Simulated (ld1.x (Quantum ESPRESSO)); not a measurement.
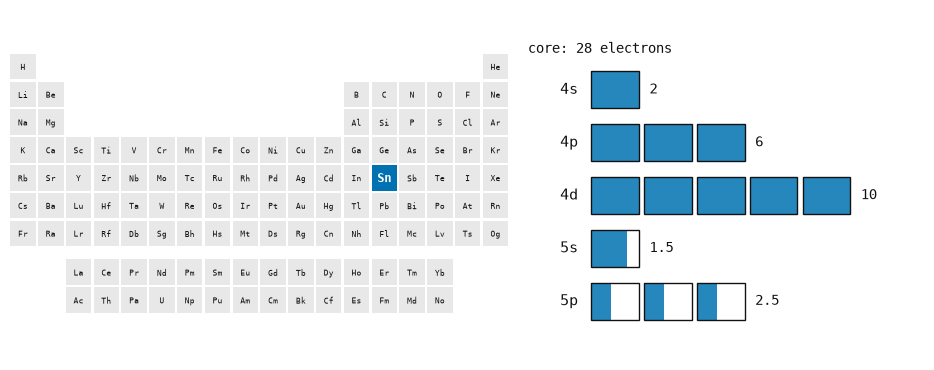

Left, the place of tin in the periodic table; right, the valence shells of the reference configuration: a box for each of the 2l + 1 orbitals, shaded by the share of the shell that is filled, with the electron count at the right.

Pseudopotential generation for Sn (part 1 of 2)

Tin (Sn, Z = 50), core [Ar] 3d10, reference valence 4s2 4p6 4d10 5s1.5 5p2.5, valence charge 22. Computed at this level: TM potential, LDA (PZ), scalar-relativistic, made with ld1.x (Quantum ESPRESSO) 7.5.

The program's output:
```
     Program LD1 v.7.5
     --------------------------- All-electron run ----------------------------

     Sn
     scalar relativistic calculation

     atomic number is 50.00
     dft =PZ   lsd =0 sic =0 latt =0  beta=0.20 tr2=1.0E-14
     Exchange-correlation= PZ
                           (   1   1   0   0   0   0   0)
     mesh =1243 r(mesh) = 100.78374 a.u. xmin = -7.00 dx = 0.01250
     1 Ry =  13.60569312 eV, c = 137.03599908

     n l     nl                  e(Ry)          e(Ha)          e(eV)
     1 0     1S 1( 2.00)     -2130.0606     -1065.0303    -28980.9502
     2 0     2S 1( 2.00)      -321.6784      -160.8392     -4376.6572
     2 1     2P 1( 6.00)      -288.9533      -144.4767     -3931.4104
     3 0     3S 1( 2.00)       -62.0826       -31.0413      -844.6773
     3 1     3P 1( 6.00)       -51.3878       -25.6939      -699.1667
     4 0     4S 1( 2.00)        -9.8805        -4.9402      -134.4305
     4 1     4P 1( 6.00)        -6.6393        -3.3196       -90.3321
     3 2     3D 1(10.00)       -34.8732       -17.4366      -474.4739
     4 2     4D 1(10.00)        -1.9583        -0.9791       -26.6435
     5 0     5S 1( 1.50)        -0.8278        -0.4139       -11.2635
     5 1     5P 1( 2.50)        -0.3078        -0.1539        -4.1872

     final scf error:  3.9E-15 reached in  35 iterations

     Etot =  -12343.474254 Ry,   -6171.737127 Ha, -167941.522768 eV

     Ekin =   12884.336007 Ry,    6442.168003 Ha,  175300.321800 eV
     Encl =  -29856.928950 Ry,  -14928.464475 Ha, -406224.212893 eV
     Eh   =    4947.812894 Ry,    2473.906447 Ha,   67318.423860 eV
     Exc  =    -318.694204 Ry,    -159.347102 Ha,   -4336.055534 eV

     normalization and overlap integrals

     s(1S/1S) =  1.000000  <r> =   0.0291  <r2> =    0.0011  r(max) =   0.0188
     s(2S/2S) =  1.000000  <r> =   0.1256  <r2> =    0.0186  r(max) =   0.1068
     s(2P/2P) =  1.000000  <r> =   0.1096  <r2> =    0.0147  r(max) =   0.0853
     s(3S/3S) =  1.000000  <r> =   0.3399  <r2> =    0.1321  r(max) =   0.3090
     s(3P/3P) =  1.000000  <r> =   0.3381  <r2> =    0.1327  r(max) =   0.3013
     s(4S/4S) =  1.000000  <r> =   0.8183  <r2> =    0.7582  r(max) =   0.7412
     s(4P/4P) =  1.000000  <r> =   0.8857  <r2> =    0.8973  r(max) =   0.7890
     s(3D/3D) =  1.000000  <r> =   0.3148  <r2> =    0.1177  r(max) =   0.2498
     s(4D/4D) =  1.000000  <r> =   1.0992  <r2> =    1.4387  r(max) =   0.8829
     s(5S/5S) =  1.000000  <r> =   2.3648  <r2> =    6.3883  r(max) =   1.9897
     s(5P/5P) =  1.000000  <r> =   3.1631  <r2> =   11.6900  r(max) =   2.5231

     ------------------------ End of All-electron run ------------------------

     --------------------- Generating NC pseudopotential ---------------------

      Generating local pot.: lloc=0, matching radius rcloc =   1.0000

      Computing core charge for nlcc:

       r > 0.91 : true rho core
      Core charge pseudized with two Bessel functions
      Integrated core pseudo-charge :   6.34

      Wfc   4P  rcut= 1.550  Using Troullier-Martins method

      Wfc   4D  rcut= 0.940  Using Troullier-Martins method

      Wfc   4F  rcut= 1.237  Using Troullier-Martins method

     ------------------- End of pseudopotential generation -------------------

     --------------------------- All-electron run ----------------------------

     Sn
     scalar relativistic calculation

     atomic number is 50.00
     dft =PZ   lsd =0 sic =0 latt =0  beta=0.20 tr2=1.0E-14
     Exchange-correlation= PZ
                           (   1   1   0   0   0   0   0)
     mesh =1243 r(mesh) = 100.78374 a.u. xmin = -7.00 dx = 0.01250
     1 Ry =  13.60569312 eV, c = 137.03599908

     n l     nl                  e(Ry)          e(Ha)          e(eV)
     1 0     1S 1( 2.00)     -2130.0606     -1065.0303    -28980.9502
     2 0     2S 1( 2.00)      -321.6784      -160.8392     -4376.6572
     2 1     2P 1( 6.00)      -288.9533      -144.4767     -3931.4104
     3 0     3S 1( 2.00)       -62.0826       -31.0413      -844.6773
     3 1     3P 1( 6.00)       -51.3878       -25.6939      -699.1667
     4 0     4S 1( 2.00)        -9.8805        -4.9402      -134.4305
     4 1     4P 1( 6.00)        -6.6393        -3.3196       -90.3321
     3 2     3D 1(10.00)       -34.8732       -17.4366      -474.4739
     4 2     4D 1(10.00)        -1.9583        -0.9791       -26.6435
     5 0     5S 1( 1.50)        -0.8278        -0.4139       -11.2635
     5 1     5P 1( 2.50)        -0.3078        -0.1539        -4.1872

     final scf error:  3.9E-15 reached in  35 iterations

     Etot =  -12343.474254 Ry,   -6171.737127 Ha, -167941.522768 eV

     Ekin =   12884.336007 Ry,    6442.168003 Ha,  175300.321800 eV
     Encl =  -29856.928950 Ry,  -14928.464475 Ha, -406224.212893 eV
     Eh   =    4947.812894 Ry,    2473.906447 Ha,   67318.423860 eV
     Exc  =    -318.694204 Ry,    -159.347102 Ha,   -4336.055534 eV

     normalization and overlap integrals

     s(1S/1S) =  1.000000  <r> =   0.0291  <r2> =    0.0011  r(max) =   0.0188
     s(2S/2S) =  1.000000  <r> =   0.1256  <r2> =    0.0186  r(max) =   0.1068
     s(2P/2P) =  1.000000  <r> =   0.1096  <r2> =    0.0147  r(max) =   0.0853
     s(3S/3S) =  1.000000  <r> =   0.3399  <r2> =    0.1321  r(max) =   0.3090
     s(3P/3P) =  1.000000  <r> =   0.3381  <r2> =    0.1327  r(max) =   0.3013
     s(4S/4S) =  1.000000  <r> =   0.8183  <r2> =    0.7582  r(max) =   0.7412
     s(4P/4P) =  1.000000  <r> =   0.8857  <r2> =    0.8973  r(max) =   0.7890
     s(3D/3D) =  1.000000  <r> =   0.3148  <r2> =    0.1177  r(max) =   0.2498
     s(4D/4D) =  1.000000  <r> =   1.0992  <r2> =    1.4387  r(max) =   0.8829
     s(5S/5S) =  1.000000  <r> =   2.3648  <r2> =    6.3883  r(max) =   1.9897
     s(5P/5P) =  1.000000  <r> =   3.1631  <r2> =   11.6900  r(max) =   2.5231

     ------------------------ End of All-electron run ------------------------

     Computing logarithmic derivative in   1.70190

       Warning: n=2, l=1 expected 0 nodes, found 1
       Setting wfc to zero for this iteration
       (This warning will only be printed once per wavefunction)

     Computing logarithmic derivative in   1.70190
     Computing the partial wave expansion
       no projector for channel:   0
     R is outside the sphere for l=    1 j= 0.00
     R is outside the sphere for l=    2 j= 0.00
     R is outside the sphere for l=    3 j= 0.00

     ---------------------- Testing the pseudopotential ----------------------

     Sn
     scalar relativistic calculation

     atomic number is 50.00   valence charge is 22.00
     dft =PZ   lsd =0 sic =0 latt =0  beta=0.20 tr2=1.0E-14
     mesh =1243 r(mesh) = 100.78374 xmin = -7.00 dx = 0.01250

     n l     nl             e AE (Ry)        e PS (Ry)    De AE-PS (Ry)
     1 0     4S   1( 2.00)       -9.88046       -9.88058        0.00012
     2 1     4P   1( 6.00)       -6.63928       -6.63928       -0.00000
     3 2     4D   1(10.00)       -1.95826       -1.95821       -0.00006
     2 0     5S   1( 1.50)       -0.82785       -0.85915        0.03130  !
     3 1     5P   1( 2.50)       -0.30775       -0.33452        0.02677  !

     eps = 3.1E-15  iter = 18

     Etot =  -12343.474254 Ry,   -6171.737127 Ha, -167941.522768 eV
     Etotps =  -438.940580 Ry,    -219.470290 Ha,   -5972.090834 eV

     Ekin =     158.498643 Ry,      79.249321 Ha,    2156.483892 eV
     Encl =    -889.874649 Ry,    -444.937325 Ha,  -12107.361398 eV
     Ehrt =     360.484839 Ry,     180.242420 Ha,    4904.646096 eV
     Ecxc =     -45.558696 Ry,     -22.779348 Ha,    -619.857638 eV
     (Ecc =      -6.426588 Ry,      -3.213294 Ha,     -87.438178 eV)
     Epseu=     -22.490716 Ry,     -11.245358 Ha,    -306.001786 eV

     ---------------------- End of pseudopotential test ----------------------
```

Output of the test run (extracts):
```
     ---------------------- Testing the pseudopotential ----------------------

     Sn
     scalar relativistic calculation

     atomic number is 50.00   valence charge is 22.00
     dft =PZ   lsd =0 sic =0 latt =0  beta=0.20 tr2=1.0E-14
     mesh =1243 r(mesh) = 100.78374 xmin = -7.00 dx = 0.01250

     n l     nl             e AE (Ry)        e PS (Ry)    De AE-PS (Ry)
     1 0     4S   1( 2.00)       -9.88046       -9.88058        0.00012
     2 1     4P   1( 6.00)       -6.63928       -6.63928       -0.00000
     3 2     4D   1(10.00)       -1.95826       -1.95821       -0.00006
     2 0     5S   1( 1.50)       -0.82785       -0.85915        0.03130  !
     3 1     5P   1( 2.50)       -0.30775       -0.33452        0.02677  !

     eps = 3.2E-15  iter = 18

     Etot =  -12343.474255 Ry,   -6171.737127 Ha, -167941.522779 eV
     Etotps =  -438.940581 Ry,    -219.470290 Ha,   -5972.090843 eV

     Ekin =     158.498642 Ry,      79.249321 Ha,    2156.483883 eV
     Encl =    -889.874650 Ry,    -444.937325 Ha,  -12107.361400 eV
     Ehrt =     360.484839 Ry,     180.242420 Ha,    4904.646099 eV
     Ecxc =     -45.558696 Ry,     -22.779348 Ha,    -619.857639 eV
     (Ecc =      -6.426588 Ry,      -3.213294 Ha,     -87.438178 eV)
     Epseu=     -22.490716 Ry,     -11.245358 Ha,    -306.001786 eV

     ---------------------- End of pseudopotential test ----------------------

     ---------------------- Testing the pseudopotential ----------------------

     Sn
     scalar relativistic calculation

     atomic number is 50.00   valence charge is 22.00
     dft =PZ   lsd =0 sic =0 latt =0  beta=0.20 tr2=1.0E-14
     mesh =1243 r(mesh) = 100.78374 xmin = -7.00 dx = 0.01250

     n l     nl             e AE (Ry)        e PS (Ry)    De AE-PS (Ry)
     1 0     4S   1( 2.00)       -9.82320       -9.83015        0.00695  !
     2 1     4P   1( 6.00)       -6.58226       -6.58894        0.00668  !
     3 2     4D   1(10.00)       -1.90340       -1.90927        0.00587  !
     2 0     5S   1( 2.00)       -0.79485       -0.82897        0.03412  !
     3 1     5P   1( 2.00)       -0.28469       -0.31344        0.02876  !

     eps = 2.3E-15  iter = 17

     Etot =  -12343.731820 Ry,   -6171.865910 Ha, -167945.027140 eV
     Etotps =  -439.200644 Ry,    -219.600322 Ha,   -5975.629176 eV
     dEtot_ae =      -0.257566 Ry
     dEtot_ps =      -0.260063 Ry,   Delta E=       0.002497 Ry

     Ekin =     158.216496 Ry,      79.108248 Ha,    2152.645095 eV
     Encl =    -890.979081 Ry,    -445.489540 Ha,  -12122.387955 eV
     Ehrt =     361.494441 Ry,     180.747221 Ha,    4918.382431 eV
     Ecxc =     -45.615365 Ry,     -22.807682 Ha,    -620.628656 eV
     (Ecc =      -6.426588 Ry,      -3.213294 Ha,     -87.438178 eV)
     Epseu=     -22.317135 Ry,     -11.158568 Ha,    -303.640091 eV

     ---------------------- End of pseudopotential test ----------------------

     ---------------------- Testing the pseudopotential ----------------------

     Sn
     scalar relativistic calculation

     atomic number is 50.00   valence charge is 22.00
     dft =PZ   lsd =0 sic =0 latt =0  beta=0.20 tr2=1.0E-14
     mesh =1243 r(mesh) = 100.78374 xmin = -7.00 dx = 0.01250

     n l     nl             e AE (Ry)        e PS (Ry)    De AE-PS (Ry)
     1 0     4S   1( 2.00)      -10.41561      -10.46000        0.04439  !
     2 1     4P   1( 6.00)       -7.17457       -7.21827        0.04370  !
     3 2     4D   1(10.00)       -2.49354       -2.53464        0.04110  !
     2 0     5S   1( 2.00)       -1.33488       -1.40382        0.06894  !
     3 1     5P   1( 1.00)       -0.77361       -0.84323        0.06962  !

     eps = 4.0E-15  iter = 19

     Etot =  -12343.210118 Ry,   -6171.605059 Ha, -167937.929014 eV
     Etotps =  -438.630076 Ry,    -219.315038 Ha,   -5967.866209 eV
     dEtot_ae =       0.264137 Ry
     dEtot_ps =       0.310505 Ry,   Delta E=      -0.046368 Ry

     Ekin =     157.735875 Ry,      78.867938 Ha,    2146.105915 eV
     Encl =    -877.276731 Ry,    -438.638366 Ha,  -11935.957986 eV
     Ehrt =     348.182119 Ry,     174.091059 Ha,    4737.259056 eV
     Ecxc =     -45.042117 Ry,     -22.521059 Ha,    -612.829225 eV
     (Ecc =      -6.426588 Ry,      -3.213294 Ha,     -87.438178 eV)
     Epseu=     -22.229222 Ry,     -11.114611 Ha,    -302.443967 eV

     ---------------------- End of pseudopotential test ----------------------

     ---------------------- Testing the pseudopotential ----------------------

     Sn
     scalar relativistic calculation

     atomic number is 50.00   valence charge is 22.00
     dft =PZ   lsd =0 sic =0 latt =0  beta=0.20 tr2=1.0E-14
     mesh =1243 r(mesh) = 100.78374 xmin = -7.00 dx = 0.01250

     n l     nl             e AE (Ry)        e PS (Ry)    De AE-PS (Ry)
     1 0     4S   1( 2.00)      -11.11615      -11.19953        0.08338  !
     2 1     4P   1( 6.00)       -7.87466       -7.95662        0.08196  !
     3 2     4D   1(10.00)       -3.18876       -3.26526        0.07651  !
     2 0     5S   1( 2.00)       -1.95023       -2.05898        0.10875  !
     3 1     5P   1( 0.00)       -1.33277       -1.45243        0.11965  !

     eps = 7.6E-15  iter = 19

     Etot =  -12342.161717 Ry,   -6171.080858 Ha, -167923.664793 eV
     Etotps =  -437.487969 Ry,    -218.743985 Ha,   -5952.327053 eV
     dEtot_ae =       1.312538 Ry
     dEtot_ps =       1.452612 Ry,   Delta E=      -0.140074 Ry

     Ekin =     156.929238 Ry,      78.464619 Ha,    2135.131051 eV
     Encl =    -861.239075 Ry,    -430.619538 Ha,  -11717.754560 eV
     Ehrt =     333.258898 Ry,     166.629449 Ha,    4534.218301 eV
     Ecxc =     -44.357123 Ry,     -22.178562 Ha,    -603.509406 eV
     (Ecc =      -6.426588 Ry,      -3.213294 Ha,     -87.438178 eV)
     Epseu=     -22.079907 Ry,     -11.039953 Ha,    -300.412438 eV

     ---------------------- End of pseudopotential test ----------------------

     ---------------------- Testing the pseudopotential ----------------------

     Sn
     scalar relativistic calculation

     atomic number is 50.00   valence charge is 22.00
     dft =PZ   lsd =0 sic =0 latt =0  beta=0.20 tr2=1.0E-14
     mesh =1243 r(mesh) = 100.78374 xmin = -7.00 dx = 0.01250

     n l     nl             e AE (Ry)        e PS (Ry)    De AE-PS (Ry)
     1 0     4S   1( 2.00)      -10.04075      -10.01994       -0.02081  !
     2 1     4P   1( 6.00)       -6.79879       -6.77841       -0.02039  !
     3 2     4D   1(10.00)       -2.11118       -2.09339       -0.01780  !
     2 0     5S   1( 0.00)       -0.91738       -0.94101        0.02363  !
     3 1     5P   1( 4.00)       -0.37023       -0.39204        0.02181  !

     eps = 4.7E-15  iter = 16

     Etot =  -12342.673411 Ry,   -6171.336706 Ha, -167930.626748 eV
     Etotps =  -438.134888 Ry,    -219.067444 Ha,   -5961.128834 eV
     dEtot_ae =       0.800843 Ry
     dEtot_ps =       0.805693 Ry,   Delta E=      -0.004849 Ry

     Ekin =     159.423088 Ry,      79.711544 Ha,    2169.061606 eV
     Encl =    -886.805083 Ry,    -443.402541 Ha,  -12065.597815 eV
     Ehrt =     357.723911 Ry,     178.861956 Ha,    4867.081760 eV
     Ecxc =     -45.409221 Ry,     -22.704610 Ha,    -617.823925 eV
     (Ecc =      -6.426588 Ry,      -3.213294 Ha,     -87.438178 eV)
     Epseu=     -23.067583 Ry,     -11.533792 Ha,    -313.850460 eV

     ---------------------- End of pseudopotential test ----------------------

     ---------------------- Testing the pseudopotential ----------------------

     Sn
     scalar relativistic calculation

     atomic number is 50.00   valence charge is 22.00
     dft =PZ   lsd =0 sic =0 latt =0  beta=0.20 tr2=1.0E-14
     mesh =1243 r(mesh) = 100.78374 xmin = -7.00 dx = 0.01250

     n l     nl             e AE (Ry)        e PS (Ry)    De AE-PS (Ry)
     1 0     4S   1( 2.00)      -11.04130      -11.03826       -0.00304
     2 1     4P   1( 5.00)       -7.77118       -7.77270        0.00151
     3 2     4D   1(10.00)       -3.00686       -3.00670       -0.00016
     2 0     5S   1( 2.00)       -1.51155       -1.56532        0.05378  !
     3 1     5P   1( 2.00)       -0.89064       -0.95569        0.06505  !

     eps = 8.9E-15  iter = 19

     Etot =  -12336.573585 Ry,   -6168.286792 Ha, -167847.634383 eV
     Etotps =  -432.032443 Ry,    -216.016221 Ha,   -5878.100837 eV
     dEtot_ae =       6.900670 Ry
     dEtot_ps =       6.908138 Ry,   Delta E=      -0.007468 Ry

     Ekin =     159.665783 Ry,      79.832891 Ha,    2172.363640 eV
     Encl =    -862.727301 Ry,    -431.363651 Ha,  -11738.002910 eV
     Ehrt =     338.453717 Ry,     169.226858 Ha,    4604.897404 eV
     Ecxc =     -44.186523 Ry,     -22.093262 Ha,    -601.188274 eV
     (Ecc =      -6.426588 Ry,      -3.213294 Ha,     -87.438178 eV)
     Epseu=     -23.238118 Ry,     -11.619059 Ha,    -316.170697 eV

     ---------------------- End of pseudopotential test ----------------------

     ---------------------- Testing the pseudopotential ----------------------

     Sn
     scalar relativistic calculation

     atomic number is 50.00   valence charge is 22.00
     dft =PZ   lsd =0 sic =0 latt =0  beta=0.20 tr2=1.0E-14
     mesh =1243 r(mesh) = 100.78374 xmin = -7.00 dx = 0.01250

     n l     nl             e AE (Ry)        e PS (Ry)    De AE-PS (Ry)
     1 0     4S   1( 2.00)       -9.67366       -9.66911       -0.00455
     2 1     4P   1( 6.00)       -6.43270       -6.42795       -0.00475
     3 2     4D   1(10.00)       -1.75406       -1.74883       -0.00522  !
     2 0     5S   1( 2.00)       -0.65434       -0.67813        0.02380  !
     3 1     5P   1( 2.30)       -0.15792       -0.17527        0.01735  !

     eps = 3.1E-15  iter = 16

     Etot =  -12343.797905 Ry,   -6171.898953 Ha, -167945.926273 eV
     Etotps =  -439.273656 Ry,    -219.636828 Ha,   -5976.622561 eV
     dEtot_ae =      -0.323651 Ry
     dEtot_ps =      -0.333075 Ry,   Delta E=       0.009424 Ry

     Ekin =     158.298978 Ry,      79.149489 Ha,    2153.767312 eV
     Encl =    -894.490895 Ry,    -447.245447 Ha,  -12170.168613 eV
     Ehrt =     365.007440 Ry,     182.503720 Ha,    4966.179220 eV
     Ecxc =     -45.756257 Ry,     -22.878129 Ha,    -622.545595 eV
     (Ecc =      -6.426588 Ry,      -3.213294 Ha,     -87.438178 eV)
     Epseu=     -22.332922 Ry,     -11.166461 Ha,    -303.854885 eV

     ---------------------- End of pseudopotential test ----------------------

     ---------------------- Testing the pseudopotential ----------------------

     Sn
     scalar relativistic calculation

     atomic number is 50.00   valence charge is 22.00
     dft =PZ   lsd =0 sic =0 latt =0  beta=0.20 tr2=1.0E-14
     mesh =1243 r(mesh) = 100.78374 xmin = -7.00 dx = 0.01250

     n l     nl             e AE (Ry)        e PS (Ry)    De AE-PS (Ry)
     1 0     4S   1( 2.00)      -12.95232      -13.08762        0.13529  !
     2 1     4P   1( 6.00)       -9.70647       -9.83933        0.13286  !
     3 2     4D   1(10.00)       -4.99046       -5.11560        0.12514  !
     2 0     5S   1( 0.00)       -3.43052       -3.63821        0.20769  !
     3 1     5P   1( 0.00)       -2.67692       -2.92947        0.25255  !

     eps = 4.7E-15  iter = 11

     Etot =  -12336.795630 Ry,   -6168.397815 Ha, -167850.655461 eV
     Etotps =  -431.818867 Ry,    -215.909434 Ha,   -5875.194992 eV
     dEtot_ae =       6.678625 Ry
     dEtot_ps =       7.121714 Ry,   Delta E=      -0.443089 Ry

     Ekin =     155.924385 Ry,      77.962193 Ha,    2121.459339 eV
     Encl =    -820.292253 Ry,    -410.146126 Ha,  -11160.644659 eV
     Ehrt =     297.843391 Ry,     148.921696 Ha,    4052.365783 eV
     Ecxc =     -42.600802 Ry,     -21.300401 Ha,    -579.613446 eV
     (Ecc =      -6.426588 Ry,      -3.213294 Ha,     -87.438178 eV)
     Epseu=     -22.693589 Ry,     -11.346795 Ha,    -308.762009 eV

     ---------------------- End of pseudopotential test ----------------------
```

(Continued in part 2.) Outcome of the run: generated; the pseudo-atom misses its reference levels by up to 0.43 eV (5s, which has no pseudo-wave of its own); ld1.x warns of wrong node counts.
